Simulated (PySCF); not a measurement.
**InCNClF (SMILES N#[C][In]([F])[Cl]): M06-2X/def2-SVP (core potential)**

What is the energy change on altering one bond length of InCNClF at M06-2X/def2-SVP (core potential)? 

Program for the calculation: PySCF 2.14.0.

1 further run of the same task is left out (set aside as unsound or not needed).

## 1. The structure to begin with

The species is InCNClF (5 atoms), meant as a singlet with charge 0. As SMILES, `N#[C][In]([F])[Cl]`. The coordinates come from a PBE0-D4/def2-TZVP relaxation.

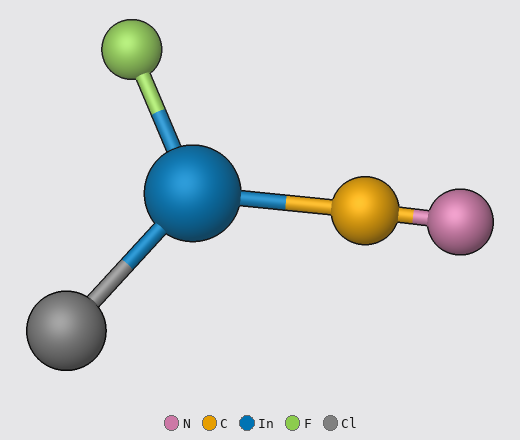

The structure, seen from a chosen angle (nitrogen pink, carbon amber, indium blue, fluorine green, chlorine grey).

## 2. The energy at M06-2X/def2-SVP (core potential)

File input.xyz:

```xyz
5
CClFInN
N     -1.392600     1.451400     1.648800
C     -0.781900     0.784400     0.934900
In     0.330400    -0.389600    -0.376400
F      0.434400    -2.280900    -0.039700
Cl     1.459700     0.361000    -2.209100
```

File job.py:

```python
from pyscf import gto, dft

mol = gto.M(
    atom='input.xyz',
    ecp={'In': 'def2-svp'},
    basis='def2-svp',
    verbose=3,
    max_memory=1860,
    charge=0,
    spin=0,
)

mf = dft.RKS(mol)
mf.xc = 'm06-2x'
mf.grids.level = 5
mf.conv_tol = 1e-10
mf.kernel()
if not mf.converged:
    mf = mf.newton().run(mf.mo_coeff, mf.mo_occ)

e_tot = mf.e_tot
print('E = %.10f Eh' % e_tot)
```

The run is started by

```console
$ OMP_NUM_THREADS=1 python job.py
```

The program printed:

```text
converged SCF energy = -842.643426617979
E = -842.6434266180 Eh
```

It took 32 s on 1 thread of Intel Xeon at 2.70GHz, shared host; peak memory 0.45 GiB.

## 3. The distorted shape

File calc.py:

```python
from pyscf import gto, dft

system = gto.M(
    atom='''
N     -2.977829     3.120860     3.520479
C     -1.477577     1.482301     1.766705
In     0.624366    -0.736237    -0.711293
F      0.820897    -4.310276    -0.075022
Cl     2.758433     0.682191    -4.174594
''',
    basis='def2-svp',
    unit='bohr',
    max_memory=1860,
    ecp={'In': 'def2-svp'},
    verbose=4,
)

mf = dft.RKS(system)
mf.xc = 'm06-2x'
mf.conv_tol = 1e-10
mf.grids.level = 5
mf.kernel()
if not mf.converged:
    mf = mf.newton().run(mf.mo_coeff, mf.mo_occ)

e_final = mf.e_tot
print('E = %.10f Eh' % e_final)
```

The run is started by

```console
$ OMP_NUM_THREADS=1 python calc.py
```

The program printed:

```text
PySCF version 2.14.0

[INPUT] num. atoms = 5
[INPUT] num. electrons = 60
[INPUT] charge = 0
[INPUT] spin (= nelec alpha-beta = 2S) = 0
[INPUT] symmetry False subgroup None
[INPUT] Mole.unit = bohr
[INPUT] Symbol           X                Y                Z      unit          X                Y                Z       unit  Magmom
[INPUT]  1 N     -1.575799244817   1.651487990472   1.862957258322 AA   -2.977829000000   3.120860000000   3.520479000000 Bohr   0.0
[INPUT]  2 C     -0.781900075780   0.784399908924   0.934900024418 AA   -1.477577000000   1.482301000000   1.766705000000 Bohr   0.0
[INPUT]  3 In     0.330400258473  -0.389599842236  -0.376400045887 AA    0.624366000000  -0.736237000000  -0.711293000000 Bohr   0.0
[INPUT]  4 F      0.434399984913  -2.280899831975  -0.039699932718 AA    0.820897000000  -4.310276000000  -0.075022000000 Bohr   0.0
[INPUT]  5 Cl     1.459699881450   0.360999930695  -2.209100009643 AA    2.758433000000   0.682191000000  -4.174594000000 Bohr   0.0

nuclear repulsion = 267.28580440766
number of shells = 36
number of NR pGTOs = 169
number of NR cGTOs = 86
basis = def2-svp
ecp = {'In': 'def2-svp'}

******** <class 'pyscf.dft.rks.RKS'> ********
method = RKS
initial guess = minao
damping factor = 0
level_shift factor = 0
DIIS = <class 'pyscf.scf.diis.CDIIS'>
diis_start_cycle = 1
diis_space = 8
diis_damp = 0
SCF conv_tol = 1e-10
SCF conv_tol_grad = None
SCF max_cycles = 50
direct_scf = True
direct_scf_tol = 1e-13
XC library pyscf.dft.libxc version 7.0.0
    S. Lehtola, C. Steigemann, M. J.T. Oliveira, and M. A.L. Marques.,  SoftwareX 7, 1–5 (2018)
XC functionals = m06-2x
    Y. Zhao and D. G. Truhlar.,  Theor. Chem. Acc. 120, 215 (2008)
    Y. Zhao and D. G. Truhlar.,  Theor. Chem. Acc. 120, 215 (2008)
radial grids:
    Treutler-Ahlrichs [JCP 102, 346 (1995); DOI:10.1063/1.469408] (M4) radial grids

becke partition: Becke, JCP 88, 2547 (1988); DOI:10.1063/1.454033
pruning grids: <function nwchem_prune>
grids dens level: 5
symmetrized grids: False
atomic radii adjust function: <function treutler_atomic_radii_adjust>
small_rho_cutoff = 0
Set gradient conv threshold to 1e-05
Initial guess from minao.
tot grids = 219344
init E= -820.991832541926
  HOMO = -0.553537239007476  LUMO = -0.534373338279382  gap/eV = 0.52148
cycle= 1 E= -840.234159102098  delta_E= -19.2  |g|= 2.73  |ddm|= 12.6
  HOMO = -0.0844237664097527  LUMO = -0.0470284760075854  gap/eV = 1.01758
cycle= 2 E= -821.862216491427  delta_E= 18.4  |g|=  6.5  |ddm|=  8.2
  HOMO = -0.260853944617808  LUMO = -0.0244897555890437  gap/eV = 6.43180
cycle= 3 E= -840.838383219509  delta_E=  -19  |g|= 2.47  |ddm|= 5.52
  HOMO = -0.35046491754271  LUMO = -0.0817855249635511  gap/eV = 7.31114
cycle= 4 E= -841.842054342698  delta_E=   -1  |g|= 1.57  |ddm|= 2.55
  HOMO = -0.322281332012232  LUMO = -0.130229387808531  gap/eV = 5.22600
cycle= 5 E= -842.304402505199  delta_E= -0.462  |g|= 0.966  |ddm|= 1.53
  HOMO = -0.394565585133378  LUMO = -0.118821863954448  gap/eV = 7.50337
cycle= 6 E= -842.491943240271  delta_E= -0.188  |g|= 0.136  |ddm|= 0.585
  HOMO = -0.367131199334728  LUMO = -0.093985855225466  gap/eV = 7.43266
cycle= 7 E= -842.496342134022  delta_E= -0.0044  |g|= 0.0697  |ddm|= 0.134
  HOMO = -0.372814455408349  LUMO = -0.0965425135651145  gap/eV = 7.51774
cycle= 8 E= -842.497496678953  delta_E= -0.00115  |g|= 0.0101  |ddm|= 0.0487
  HOMO = -0.37165493323271  LUMO = -0.0955158779376536  gap/eV = 7.51413
cycle= 9 E= -842.497523908343  delta_E= -2.72e-05  |g|= 0.00406  |ddm|= 0.0137
  HOMO = -0.372252083508567  LUMO = -0.09577012546141  gap/eV = 7.52346
cycle= 10 E= -842.497528270412  delta_E= -4.36e-06  |g|= 0.00142  |ddm|= 0.00487
  HOMO = -0.372332274372843  LUMO = -0.0957726630760285  gap/eV = 7.52557
cycle= 11 E= -842.497528883702  delta_E= -6.13e-07  |g|= 0.000668  |ddm|= 0.00195
  HOMO = -0.372298273242404  LUMO = -0.0957442830651601  gap/eV = 7.52542
cycle= 12 E= -842.497529014055  delta_E= -1.3e-07  |g|= 0.00024  |ddm|= 0.000661
  HOMO = -0.372319229907965  LUMO = -0.0957516336165664  gap/eV = 7.52579
cycle= 13 E= -842.497529036814  delta_E= -2.28e-08  |g|= 3.48e-05  |ddm|= 0.000316
  HOMO = -0.37232541674138  LUMO = -0.0957516372317438  gap/eV = 7.52596
cycle= 14 E= -842.497529038485  delta_E= -1.67e-09  |g|= 1.53e-05  |ddm|= 8.37e-05
  HOMO = -0.372327490114823  LUMO = -0.0957514279473269  gap/eV = 7.52602
cycle= 15 E= -842.497529039022  delta_E= -5.37e-10  |g|= 6.22e-06  |ddm|= 6.29e-05
  HOMO = -0.372328972145099  LUMO = -0.095751318989356  gap/eV = 7.52606
cycle= 16 E= -842.497529039068  delta_E= -4.55e-11  |g|= 3.14e-06  |ddm|= 2.15e-05
  HOMO = -0.372327906272402  LUMO = -0.0957508845600393  gap/eV = 7.52604
Extra cycle  E= -842.497529039073  delta_E= -4.77e-12  |g|= 3.48e-06  |ddm|= 6.44e-06
converged SCF energy = -842.497529039073
E = -842.4975290391 Eh
```

It took 29 s on 1 thread of Intel Xeon at 2.70GHz, shared host; peak memory 0.45 GiB.

## 4. Results

At M06-2X/def2-SVP (core potential):

| quantity | value |
| --- | --- |
| first shape: total energy | -842.64343 Eh |
| first shape: dipole moment | 1.38 D |
| first shape: HOMO energy | -11.12 eV |
| first shape: LUMO energy | -1.96 eV |
| first shape: HOMO–LUMO gap | 9.16 eV |
| distorted shape: total energy | -842.49753 Eh |
| distorted shape: dipole moment | 1.39 D |
| distorted shape: HOMO energy | -10.13 eV |
| distorted shape: LUMO energy | -2.61 eV |
| distorted shape: HOMO–LUMO gap | 7.53 eV |
| energy change with the N1–C2 bond stretched from 1.152 to 1.498 Å | 3.970 eV |

What this shows: With the N1–C2 bond stretched from 1.152 to 1.498 Å the energy rises by 3.97 eV (383 kJ/mol). The first shape isn't relaxed at this level, so the change isn't measured from a minimum.
